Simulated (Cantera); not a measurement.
A closed system holds: 1 mol SiF4, 0.02 mol HCl, 32 mol H2, at 1330 Pa.

These are equilibrium values from Cantera (NASA tables, ideal gas, pure condensed phases), not measurements of a reactor. Candidate condensed phases: Si; 37 gas species. The tables' values for SiF3, SiF2 are old estimates; treat these amounts as uncertain. Equilibrium is a limit: real reactors are often held back by kinetics, nucleation or transport.

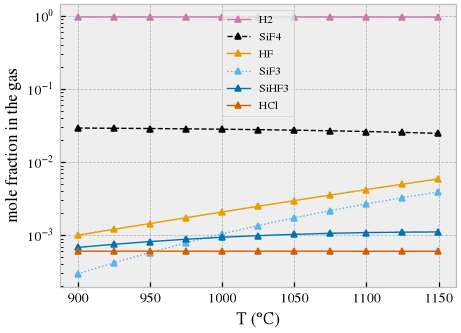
Fig. 1. Equilibrium gas composition (values under 1e-9 drawn at 1e-9)

From 900 °C to 1150 °C nothing is condensed. The main Si-bearing gas is SiF4 throughout.
